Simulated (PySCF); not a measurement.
Vertical excitations of a molecule C₄H₅F from TDDFT-PBE/def2-SVPD in PySCF, as energy in eV (oscillator strength): 6.10 (0.000), 6.60 (0.007), 6.89 (0.005), 7.13 (0.057), 7.52 (0.028), 7.65 (0.004), 7.82 (0.049), 7.87 (0.002), 8.00 (0.041), 8.08 (0.058). Lowest triplet (TDA): 5.23 eV. Geometry: PBE0-D3(BJ)/def2-SVP. One conformer was computed; it need not be the lowest.

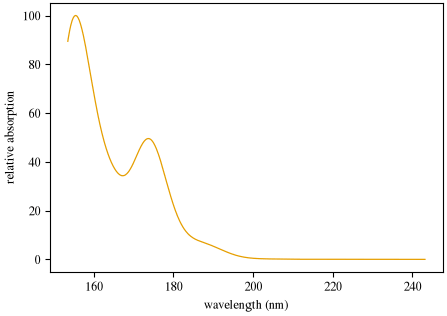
Fig. 1. The lines broadened by 0.4 eV.

Identify the compound among the candidates.
(A) FC1=CCC1
(B) C=C=C(C)F
(C) C=C/C=C/F
(D) C#C[C@H](C)F

D, C#C[C@H](C)F
